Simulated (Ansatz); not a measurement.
**Geometry relaxation of CH7BS2Si (part 1 of 2)**

System: CH7BS2Si.
Method: RKS revPBE/def2-SVP (Ansatz 0.2.0).

It belongs to a series of runs on one base structure; here: end point B relaxed.

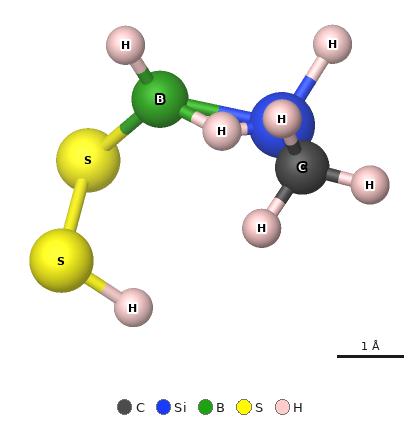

Figure 1. The input geometry (ball-and-stick view, seen at a tilt).

Summary:

```tsv
quantity	value
outcome	converged
total energy	−31359.5390 eV
mean-field energy	−31359.5390 eV
largest force (length of the vector) at the end	0.018 eV/Å
hardware	2 threads of Intel Xeon (Sapphire Rapids), 16 GiB of memory available, shared host
wall time	53 s (CPU time 1.7 min)
peak memory	0.18 GiB
```

The input:
```yaml
crystal:
  periodic: [false, false, false]
  atoms:
    - { symbol: C, position_ang: [-1.6368, -0.1636, -0.4708] }
    - { symbol: Si, position_ang: [-0.2502, -1.0467, 0.2624] }
    - { symbol: B, position_ang: [0.8464, 0.2043, 1.219] }
    - { symbol: S, position_ang: [2.7323, 0.4893, 0.6842] }
    - { symbol: S, position_ang: [2.0902, 2.0225, -0.6712] }
    - { symbol: H, position_ang: [-2.2767, 0.3756, 0.3236] }
    - { symbol: H, position_ang: [-1.2774, 0.663, -1.1702] }
    - { symbol: H, position_ang: [-2.2906, -0.8103, -1.0494] }
    - { symbol: H, position_ang: [0.0284, -0.13449, 0.45415] }
    - { symbol: H, position_ang: [-0.7426, -2.0755, 1.2064] }
    - { symbol: H, position_ang: [0.4263, 0.8153, 2.1615] }
    - { symbol: H, position_ang: [1.9165, 1.1264, -1.6924] }
basis:
  gaussian: { orbitals: def2-SVP }
hamiltonian:
  xc: revpbe
relax:
  f_tol: 0.02
  max_steps: 50
```

Run as:
```bash
ansatz run input.yaml --threads 2 --pin off --max-ram 3072MiB --backend cpu --events-out ev --progress --plain --runs-dir out
```

The program's output:
```
The last accepted step is kept in [file] (removed where the run ends without a failure and the disk answers)
Engine: ansatz 0.2.0, x86_64-unknown-linux-gnu
Functional definition: revPBE
  parameter kappa = 1.245
  parameter beta = 0.06672455060314922
  exchange = pbe_x(kappa = kappa, mu = beta*pi^2/3)
  correlation = pbe_c(beta = beta)
1324 factors; their error is unknown
mean field evaluation 1: about -31334.0951 eV, gradient 6.4e1 eV
mean field evaluation 2: about -31259.5503 eV, gradient 1.3e2 eV
mean field evaluation 4: about -31342.1322 eV, gradient 3.4e1 eV
mean field evaluation 8: about -31347.6216 eV, gradient 1.3e1 eV
mean field evaluation 16: about -31348.5280 eV, gradient 5.1e-4 eV
mean field -31348.52798771 eV, -1152.0371547529 hartree, gradient 1.5e-5 eV, S^2 0.000000; 1 other end points of the search recorded, 0 dependent functions left out
the calculation of the forces begins
reference -31348.52803139 eV, -1152.0371563580 hartree; 32, 32 occupied and 85, 85 virtual orbitals, 1324 factors
relax step   1: F+E_penalty+E_count = -31348.52798771 eV  Δ(F+E_penalty+E_count) = +0.000e0 eV  max|allowed force component| = 3.243e1 eV/Å  Δτ_max = 0.0000 Å  (98 SCF iters, accepted)
these checks for a lower state are left out or cut short: starts, cluster_reference, orbital_swaps, neighbouring_geometries, increment
1324 factors; their error is unknown
mean field evaluation 32: about -31353.8920 eV, gradient 1.7e-5 eV
mean field -31353.89199863 eV, -1152.2342785183 hartree, gradient 1.7e-5 eV, S^2 0.000000; 1 other end points of the search recorded, 0 dependent functions left out
[... from here on the field's lines of each further geometry are left out, up to the last ...]
relax step   2: F+E_penalty+E_count = -31353.89199863 eV  Δ(F+E_penalty+E_count) = -5.364e0 eV  max|allowed force component| = 1.295e1 eV/Å  Δτ_max = 0.1950 Å  (55 SCF iters, accepted)
relax step   3: F+E_penalty+E_count = -31356.15417874 eV  Δ(F+E_penalty+E_count) = -2.262e0 eV  max|allowed force component| = 5.077e0 eV/Å  Δτ_max = 0.1951 Å  (38 SCF iters, accepted)
relax step   4: F+E_penalty+E_count = -31357.09581823 eV  Δ(F+E_penalty+E_count) = -9.416e-1 eV  max|allowed force component| = 1.722e0 eV/Å  Δτ_max = 0.1913 Å  (31 SCF iters, accepted)
relax step   5: F+E_penalty+E_count = -31357.53380390 eV  Δ(F+E_penalty+E_count) = -4.380e-1 eV  max|allowed force component| = 7.193e-1 eV/Å  Δτ_max = 0.1950 Å  (32 SCF iters, accepted)
relax step   6: F+E_penalty+E_count = -31357.91196366 eV  Δ(F+E_penalty+E_count) = -3.782e-1 eV  max|allowed force component| = 5.211e-1 eV/Å  Δτ_max = 0.1951 Å  (31 SCF iters, accepted)
relax step   7: F+E_penalty+E_count = -31358.21820760 eV  Δ(F+E_penalty+E_count) = -3.062e-1 eV  max|allowed force component| = 5.811e-1 eV/Å  Δτ_max = 0.2000 Å  (30 SCF iters, accepted)
relax step   8: F+E_penalty+E_count = -31358.49176831 eV  Δ(F+E_penalty+E_count) = -2.736e-1 eV  max|allowed force component| = 3.926e-1 eV/Å  Δτ_max = 0.1950 Å  (30 SCF iters, accepted)
relax step   9: F+E_penalty+E_count = -31358.67317101 eV  Δ(F+E_penalty+E_count) = -1.814e-1 eV  max|allowed force component| = 3.404e-1 eV/Å  Δτ_max = 0.1973 Å  (30 SCF iters, accepted)
relax step  10: F+E_penalty+E_count = -31358.78425783 eV  Δ(F+E_penalty+E_count) = -1.111e-1 eV  max|allowed force component| = 3.169e-1 eV/Å  Δτ_max = 0.2000 Å  (29 SCF iters, accepted)
relax step  11: F+E_penalty+E_count = -31358.87967483 eV  Δ(F+E_penalty+E_count) = -9.542e-2 eV  max|allowed force component| = 4.261e-1 eV/Å  Δτ_max = 0.1950 Å  (28 SCF iters, accepted)
relax step  12: F+E_penalty+E_count = -31358.90264848 eV  Δ(F+E_penalty+E_count) = -2.297e-2 eV  max|allowed force component| = 2.536e-1 eV/Å  Δτ_max = 0.0870 Å  (30 SCF iters, accepted)
relax step  13: F+E_penalty+E_count = -31358.92477185 eV  Δ(F+E_penalty+E_count) = -2.212e-2 eV  max|allowed force component| = 1.855e-1 eV/Å  Δτ_max = 0.1004 Å  (29 SCF iters, accepted)
relax step  14: F+E_penalty+E_count = -31358.92968885 eV  Δ(F+E_penalty+E_count) = -4.917e-3 eV  max|allowed force component| = 1.372e-1 eV/Å  Δτ_max = 0.0541 Å  (29 SCF iters, accepted)
relax step  15: F+E_penalty+E_count = -31358.93246322 eV  Δ(F+E_penalty+E_count) = -2.774e-3 eV  max|allowed force component| = 4.524e-2 eV/Å  Δτ_max = 0.0424 Å  (29 SCF iters, accepted)
relax step  16: F+E_penalty+E_count = -31358.93463609 eV  Δ(F+E_penalty+E_count) = -2.173e-3 eV  max|allowed force component| = 6.532e-2 eV/Å  Δτ_max = 0.0483 Å  (29 SCF iters, accepted)
relax step  17: F+E_penalty+E_count = -31358.93824721 eV  Δ(F+E_penalty+E_count) = -3.611e-3 eV  max|allowed force component| = 4.774e-1 eV/Å  Δτ_max = 0.1956 Å  (35 SCF iters, accepted)
relax step  18: F+E_penalty+E_count = -31358.96839257 eV  Δ(F+E_penalty+E_count) = -3.015e-2 eV  max|allowed force component| = 6.424e-1 eV/Å  Δτ_max = 0.1113 Å  (30 SCF iters, accepted)
relax step  19: F+E_penalty+E_count = -31359.08415557 eV  Δ(F+E_penalty+E_count) = -1.158e-1 eV  max|allowed force component| = 7.162e-1 eV/Å  Δτ_max = 0.1946 Å  (30 SCF iters, accepted)
relax step  20: F+E_penalty+E_count = -31359.22940425 eV  Δ(F+E_penalty+E_count) = -1.452e-1 eV  max|allowed force component| = 7.647e-1 eV/Å  Δτ_max = 0.1953 Å  (30 SCF iters, accepted)
relax step  21: F+E_penalty+E_count = -31359.37502992 eV  Δ(F+E_penalty+E_count) = -1.456e-1 eV  max|allowed force component| = 4.510e-1 eV/Å  Δτ_max = 0.1957 Å  (29 SCF iters, accepted)
relax step  22: F+E_penalty+E_count = -31359.47992939 eV  Δ(F+E_penalty+E_count) = -1.049e-1 eV  max|allowed force component| = 1.838e-1 eV/Å  Δτ_max = 0.2000 Å  (29 SCF iters, accepted)
relax step  23: F+E_penalty+E_count = -31359.51914494 eV  Δ(F+E_penalty+E_count) = -3.922e-2 eV  max|allowed force component| = 1.703e-1 eV/Å  Δτ_max = 0.1993 Å  (34 SCF iters, accepted)
relax step  24: F+E_penalty+E_count = -31359.52795303 eV  Δ(F+E_penalty+E_count) = -8.808e-3 eV  max|allowed force component| = 1.679e-1 eV/Å  Δτ_max = 0.0914 Å  (29 SCF iters, accepted)
relax step  25: F+E_penalty+E_count = -31359.53481841 eV  Δ(F+E_penalty+E_count) = -6.865e-3 eV  max|allowed force component| = 1.398e-1 eV/Å  Δτ_max = 0.0724 Å  (29 SCF iters, accepted)
relax step  26: F+E_penalty+E_count = -31359.53749817 eV  Δ(F+E_penalty+E_count) = -2.680e-3 eV  max|allowed force component| = 6.513e-2 eV/Å  Δτ_max = 0.0554 Å  (29 SCF iters, accepted)
relax step  27: F+E_penalty+E_count = -31359.53864735 eV  Δ(F+E_penalty+E_count) = -1.149e-3 eV  max|allowed force component| = 3.880e-2 eV/Å  Δτ_max = 0.0638 Å  (29 SCF iters, accepted)
the calculation of the forces begins
reference -31359.53898412 eV, -1152.4418014075 hartree; 32, 32 occupied and 85, 85 virtual orbitals, 1324 factors
relax step  28: F+E_penalty+E_count = -31359.53893665 eV  Δ(F+E_penalty+E_count) = -2.893e-4 eV  max|allowed force component| = 1.836e-2 eV/Å  Δτ_max = 0.0198 Å  (30 SCF iters, accepted)
1324 factors; their error is unknown
mean field evaluation 224: about -31359.6225 eV, gradient 1.4e-1 eV
```

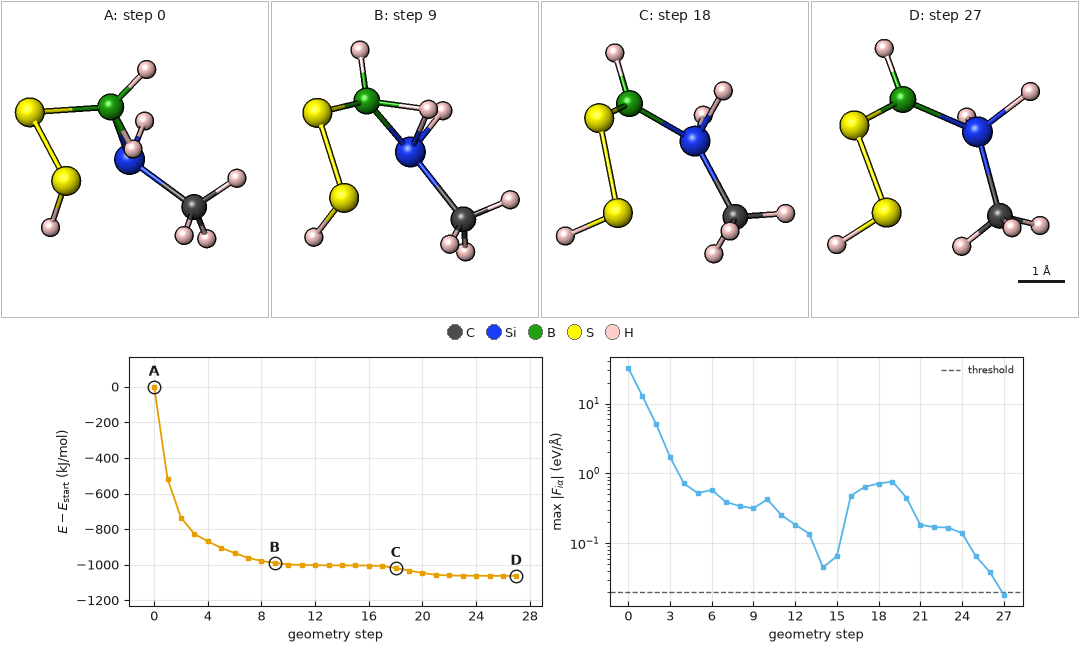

Figure 2. Frames of the relaxation (ball-and-stick view, seen at a tilt) above the curves, on which the letters mark them (the first geometry is step 0 here and step 1 in the log).

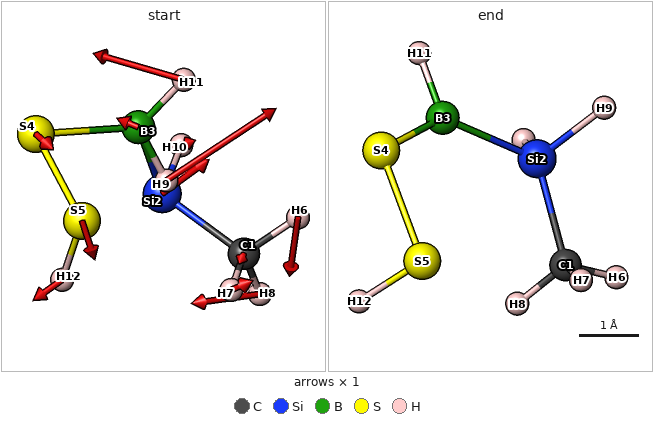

Figure 3. Before (left) and after (right) the relaxation, at one scale (ball-and-stick view, seen at a tilt). The red arrows give the displacements, at true length. H9 moves most after the best rigid fit: 2.28 Å. Largest moves by element: H 2.28 Å, Si 1.10 Å, S 0.78 Å, B 0.43 Å, C 0.26 Å. Among the contacts that change: B3–H9 1.170 → 2.840 Å, Si2–H9 0.973 → 1.515 Å, B3–S4 1.981 → 1.770 Å, Si2–B3 1.919 → 2.030 Å. Bonds break: B3–H9 (1.17 → 2.84 Å). Among the angles that change: B3–Si2–H9 29.2° → 105.6°, C1–Si2–H9 80.8° → 109.7°, H9–Si2–H10 128.4° → 105.8°. After 27 geometry steps the energy has fallen by 1062.4 kJ/mol. The largest force component goes from 32 to 0.018 eV/Å. (Atoms are counted from 1 in the order of the input.)

```
mean field -31359.53893665 eV, -1152.4417996631 hartree, gradient 1.8e-5 eV, S^2 0.000000; 1 other end points of the search recorded, 0 dependent functions left out
the calculation of the forces begins
reference -31359.53898412 eV, -1152.4418014075 hartree; 32, 32 occupied and 85, 85 virtual orbitals, 1324 factors
Total energy: -31359.53898412 eV, -1152.4418014075 hartree
Atom 0 at    -1.588091     0.029525    -0.626154 Å, force    -0.000713    -0.000523    -0.018357 eV/Å
Atom 1 at    -0.755081    -0.317670     1.048866 Å, force     0.012324     0.003815     0.010642 eV/Å
Atom 2 at     1.246865    -0.054939     1.257731 Å, force     0.002660    -0.003874     0.003844 eV/Å
Atom 3 at     2.545235     0.722969     0.340779 Å, force    -0.014210     0.001600     0.003960 eV/Å
Atom 4 at     1.717892     1.672724    -1.407878 Å, force     0.002417     0.003413    -0.006577 eV/Å
Atom 5 at    -2.667652    -0.221138    -0.562729 Å, force     0.009379     0.004808    -0.001713 eV/Å
Atom 6 at    -1.488425     1.094106    -0.916563 Å, force    -0.005116    -0.013037     0.005722 eV/Å
Atom 7 at    -1.136327    -0.585698    -1.430966 Å, force    -0.008359     0.009428     0.011930 eV/Å
Atom 8 at    -1.392013     0.539232     2.123877 Å, force    -0.000781    -0.003193    -0.007216 eV/Å
Atom 9 at    -1.027340    -1.751928     1.448888 Å, force     0.001034     0.004077    -0.000467 eV/Å
Atom 10 at     1.768480    -0.500868     2.272129 Å, force    -0.001509    -0.006856     0.006794 eV/Å
Atom 11 at     2.342257     0.839493    -2.290729 Å, force     0.002876     0.000341    -0.008564 eV/Å
Dipole moment:     0.031269    -0.078053    -0.304023 e Å
```

Trajectory as extended XYZ (Å, eV, eV/Å), 28 frames, from step=1 to step=28:
```
12
Properties=species:S:1:pos:R:3:forces:R:3 step=1 energy=-31348.52799
C    -1.6368   -0.1636   -0.4708   -1.8533   2.4749  -1.2703
Si   -0.2502   -1.0467    0.2624   -7.6598 -32.4285  -7.4966
B     0.8464    0.2043    1.2190    4.5202   1.4337   0.8052
S     2.7323    0.4893    0.6842   -1.8199   0.1331   0.4139
S     2.0902    2.0225   -0.6712    0.0355  -0.1173  -0.2054
H    -2.2767    0.3756    0.3236    0.6563  -0.6541  -0.6746
H    -1.2774    0.6630   -1.1702   -0.2970  -0.6411   0.4951
H    -2.2906   -0.8103   -1.0494   -0.5422  -0.4191  -0.4075
H     0.0284   -0.1345    0.4541    8.2032  30.4756   6.6969
H    -0.7426   -2.0755    1.2064   -0.9440   0.2024   1.1463
H     0.4263    0.8153    2.1615   -0.2277  -0.6761   0.6832
H     1.9165    1.1264   -1.6924   -0.0713   0.2165  -0.1862
12
Properties=species:S:1:pos:R:3:forces:R:3 step=2 energy=-31353.89200
C    -1.6494   -0.1778   -0.5299   -1.0619   1.2004  -0.6748
Si   -0.2552   -1.1120    0.2585   -2.4968 -12.9525  -2.6572
B     0.9400    0.2134    1.2551    3.2353   0.6756   1.3849
S     2.7226    0.5455    0.6826   -1.1828   0.1709   0.2704
S     2.0877    2.0393   -0.7144    0.0295  -0.0076  -0.1886
H    -2.2564    0.3368    0.2737    0.2807  -0.3791  -0.3585
H    -1.2858    0.6437   -1.1977   -0.0865  -0.2960   0.0752
H    -2.3287   -0.8234   -1.1033   -0.1989  -0.1909  -0.1969
H     0.0825   -0.0061    0.5074    1.8521  11.9787   1.7336
H    -0.8818   -2.0370    1.2863   -0.5166   0.5092   0.5067
H     0.4905    0.6807    2.2872    0.1416  -0.8030   0.2564
H     1.8998    1.1626   -1.7483    0.0043   0.0945  -0.1510
12
Properties=species:S:1:pos:R:3:forces:R:3 step=3 energy=-31356.15418
C    -1.6703   -0.1847   -0.5765   -0.3913   0.1130  -0.2573
Si   -0.2478   -1.1756    0.2341   -0.7624  -4.9702  -0.7322
B     1.0297    0.2041    1.3012    0.5474  -0.0774   0.7064
S     2.6960    0.6073    0.6879    0.0478   0.3615   0.1266
S     2.0844    2.0582   -0.7576   -0.0293  -0.0541  -0.1823
H    -2.2499    0.3005    0.2413    0.0026  -0.1211  -0.0896
H    -1.2966    0.6255   -1.2289    0.0126  -0.0259  -0.2021
H    -2.3572   -0.8416   -1.1385   -0.0756  -0.0460  -0.1492
H     0.0809    0.1261    0.5389    0.3647   5.0767   0.6965
H    -0.9688   -1.9490    1.3501   -0.2087   0.4720   0.1320
H     0.5554    0.5263    2.3872    0.4538  -0.7797   0.1000
H     1.9098    1.1687   -1.7820    0.0385   0.0512  -0.1489
12
Properties=species:S:1:pos:R:3:forces:R:3 step=4 energy=-31357.09582
C    -1.6846   -0.1969   -0.6037   -0.0060  -0.3411  -0.1415
Si   -0.2391   -1.2276    0.2243   -0.2303  -0.9346   0.0915
B     1.0652    0.1922    1.3222   -0.9243  -0.3204  -0.1417
S     2.6967    0.6695    0.7166    0.2638   0.4844  -0.0153
S     2.0794    2.0527   -0.7910   -0.0047  -0.0272  -0.1139
H    -2.2535    0.2789    0.2200   -0.0791  -0.0391  -0.0338
H    -1.2995    0.6039   -1.2593    0.0074  -0.0030  -0.2025
H    -2.3726   -0.8563   -1.1639   -0.0711  -0.0145  -0.1391
H     0.0217    0.2921    0.5663    0.5492   1.7220   0.6332
H    -1.0071   -1.8713    1.3876   -0.1451   0.2459   0.0505
H     0.6339    0.3657    2.4551    0.5536  -0.7096   0.1188
H     1.9251    1.1629   -1.8171    0.0865  -0.0629  -0.1062
12
Properties=species:S:1:pos:R:3:forces:R:3 step=5 energy=-31357.53380
C    -1.6960   -0.2152   -0.6253    0.1833  -0.2655  -0.1100
Si   -0.2494   -1.2192    0.2499   -0.1837   0.2884   0.2897
B     1.0590    0.1781    1.3194   -0.6863  -0.3049  -0.2643
S     2.6871    0.7415    0.7339   -0.0923   0.4057   0.0538
S     2.0738    2.0590   -0.8273    0.0330  -0.0242  -0.1573
H    -2.2699    0.2655    0.1941   -0.0716  -0.0443  -0.0956
H    -1.3033    0.5808   -1.2888   -0.0331  -0.0747  -0.1022
H    -2.3824   -0.8725   -1.1891   -0.0576  -0.0679  -0.1138
H     0.0028    0.4302    0.6143    0.4906   0.7193   0.5234
H    -1.0379   -1.8212    1.4098   -0.1715   0.0690   0.0895
H     0.7277    0.2004    2.4992    0.4877  -0.6480  -0.0545
H     1.9543    1.1384   -1.8328    0.1016  -0.0529  -0.0586
12
Properties=species:S:1:pos:R:3:forces:R:3 step=6 energy=-31357.91196
C    -1.7011   -0.2324   -0.6467    0.1844  -0.0613  -0.0761
Si   -0.2798   -1.1657    0.3056   -0.0747   0.4903   0.3321
B     1.0493    0.1479    1.3102   -0.2228  -0.2739  -0.2180
S     2.6599    0.8236    0.7513   -0.2647   0.2703   0.0845
S     2.0771    2.0717   -0.8727    0.0301  -0.0112  -0.1454
H    -2.2921    0.2564    0.1588   -0.0695  -0.0420  -0.1628
H    -1.3066    0.5599   -1.3177   -0.0409  -0.1196  -0.0312
H    -2.3800   -0.8963   -1.2122   -0.0103  -0.1178  -0.0730
H     0.0092    0.5488    0.6832    0.1888   0.4378   0.4495
H    -1.0788   -1.7967    1.4345   -0.1833   0.0003   0.1029
H     0.8240    0.0314    2.5139    0.3633  -0.5211  -0.2591
H     1.9847    1.1172   -1.8510    0.0995  -0.0519  -0.0033
12
Properties=species:S:1:pos:R:3:forces:R:3 step=7 energy=-31358.21821
C    -1.6494   -0.2157   -0.6645    0.0072  -0.1673  -0.0656
Si   -0.3200   -1.1212    0.4128   -0.0548   0.5811   0.0982
B     1.0458    0.1151    1.2981   -0.0108  -0.4453   0.1141
S     2.6124    0.8750    0.7129   -0.2367   0.2408   0.0865
S     1.9777    2.0654   -0.9328    0.0346  -0.0291  -0.1292
H    -2.3310    0.2508    0.0826   -0.0524  -0.0352  -0.2134
H    -1.2078    0.5912   -1.2882   -0.0204  -0.1533   0.0098
H    -2.2516   -0.8931   -1.3018   -0.0001  -0.0344  -0.0245
H    -0.0321    0.6061    0.8177    0.0692   0.3103   0.4145
H    -1.1511   -1.7610    1.5105   -0.1417   0.0117   0.0685
H     0.9342   -0.1351    2.5031    0.3267  -0.2546  -0.3694
H     1.9388    1.0884   -1.8931    0.0791  -0.0247   0.0104
12
Properties=species:S:1:pos:R:3:forces:R:3 step=8 energy=-31358.49177
C    -1.6633   -0.2300   -0.6931    0.0215   0.0452  -0.0013
Si   -0.3596   -1.0302    0.4695   -0.3231   0.3246  -0.0341
B     1.0709    0.0522    1.2906    0.0581   0.0788   0.0591
S     2.5789    0.9550    0.7245   -0.1327   0.0651   0.0698
S     1.9641    2.0776   -0.9750   -0.0451  -0.1039  -0.0669
H    -2.3848    0.2550    0.0066    0.0012  -0.0537  -0.2364
H    -1.2041    0.5602   -1.3234   -0.0497  -0.0943  -0.0229
H    -2.2354   -0.9340   -1.3326    0.1042  -0.0522   0.0508
H    -0.0311    0.6903    0.9879    0.0334  -0.1277   0.3926
H    -1.2010   -1.7221    1.5300    0.0110   0.0590   0.0454
H     1.0646   -0.2778    2.4776    0.2463  -0.1451  -0.2952
H     1.9665    1.0696   -1.9055    0.0750   0.0041   0.0392
```
